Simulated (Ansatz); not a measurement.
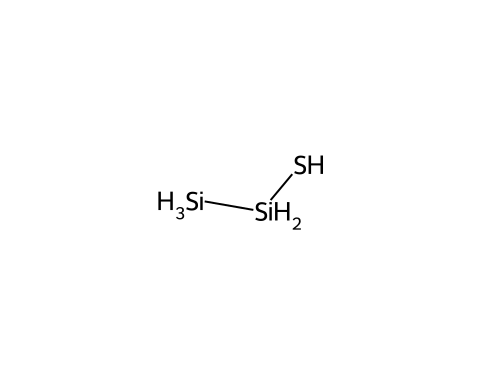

**Transcribe the drawing into SMILES.**

[SiH3][SiH2]S

**Give the formula, hydrogens included.**

H6SSi2.

**An optimisation with PBE0-D4/def2-TZVP gave a structure of which point group?**

Cs.

The parts below concern this one geometry. Atoms keep their numbers from picture to picture. The geometry was computed by an optimisation with PBE0-D4/def2-TZVP.

**Shape**

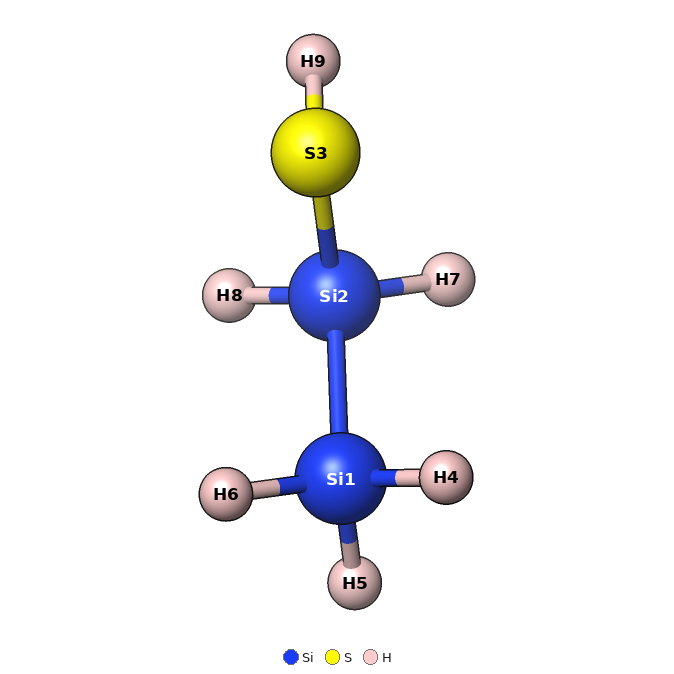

Give the bond lengths.

| bond | length (Å) | order |
| --- | --- | --- |
| Si1–Si2 | 2.338 | single |
| Si1–H4 | 1.486 | single |
| Si1–H5 | 1.487 | single |
| Si1–H6 | 1.486 | single |
| Si2–S3 | 2.143 | single |
| Si2–H7 | 1.488 | single |
| Si2–H8 | 1.488 | single |
| S3–H9 | 1.344 | single |

**Vibrations**

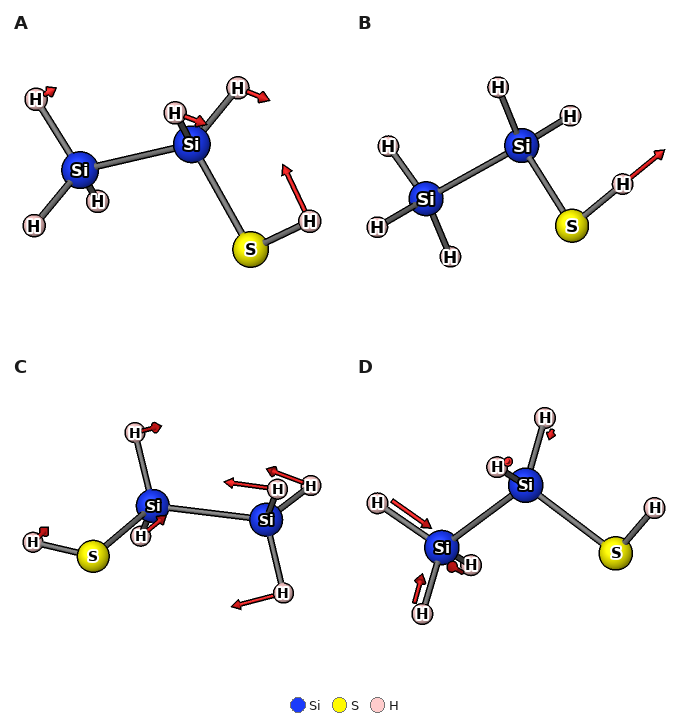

4 normal modes of one molecule or complex, as arrows. Harmonic vibrations computed with RKS PBE0-D4/def2-TZVP (Ansatz 0.2.0) at a stationary point of the same level.

**Match the panels to the wavenumbers 706 cm⁻¹, 884 cm⁻¹, 2220 cm⁻¹, 2704 cm⁻¹.**

A: 706 cm⁻¹, angle bending
B: 2704 cm⁻¹, S–H stretching
C: 884 cm⁻¹, angle bending
D: 2220 cm⁻¹, in-phase stretching of 3 Si–H bonds

**Electronic properties**

Method: RKS PBE0-D4/def2-SVP (Ansatz 0.2.0).

What does the calculation give?

- HOMO energy (Kohn–Sham orbital): −7.38 eV
- LUMO energy (Kohn–Sham orbital): −0.11 eV
- HOMO–LUMO gap: 7.27 eV
- dispersion correction: −16.9 kJ/mol

**Charges**

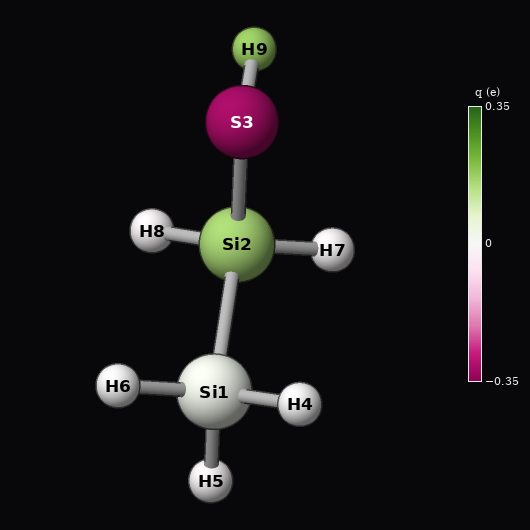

Atoms are coloured by their Mulliken charges. Method: RKS PBE0-D4/def2-TZVP (Ansatz 0.2.0).

**Which atom carries the highest charge (most positive or least negative)?**

H9 (0.17 e).

**And the lowest?**

S3 (−0.31 e).

List the Mulliken charges.

```
atom  value (e)
 Si1       0.02
 Si2       0.15
  S3      −0.31
  H4       0.00
  H5      −0.01
  H6       0.00
  H7      −0.01
  H8      −0.01
  H9       0.17
```

**Thermal motion**

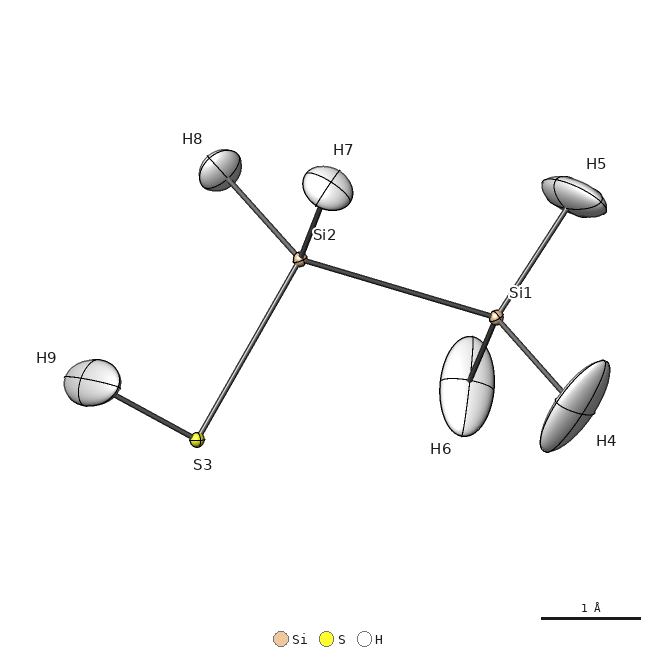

Displacement ellipsoids at the 50 % level, from the internal vibrations of the free molecule (harmonic, no overall translation or rotation; no half-axis is drawn under 0.075 Å). Vibrations computed with RKS PBE0-D4/def2-TZVP (Ansatz 0.2.0). Temperature: 100 K.

**Which atom has the largest mean-square displacement?**

H5, with U_eq = 0.0623 Å².

**Does H4 move more along its bond or across it?**

Across it: the root-mean-square amplitude is 0.087 Å along the bond and up to 0.374 Å across, since bending and torsion are softer than stretching.

Give the displacement parameters, one line for each set of equivalent atoms.

| atom | U_eq (Å²) | rms amplitudes (Å) |
| --- | --- | --- |
| Si1 | 0.0010 | 0.013, 0.021, 0.050 |
| Si2 | 0.0012 | 0.026, 0.029, 0.047 |
| S3 | 0.0012 | 0.020, 0.026, 0.051 |
| H4, H6 | 0.0600 | 0.086, 0.180, 0.374 |
| H5 | 0.0623 | 0.096, 0.178, 0.382 |
| H7, H8 | 0.0206 | 0.092, 0.155, 0.172 |
| H9 | 0.0579 | 0.089, 0.159, 0.375 |

Mulliken values depend strongly on the basis set and can even reverse the polarity of a bond.
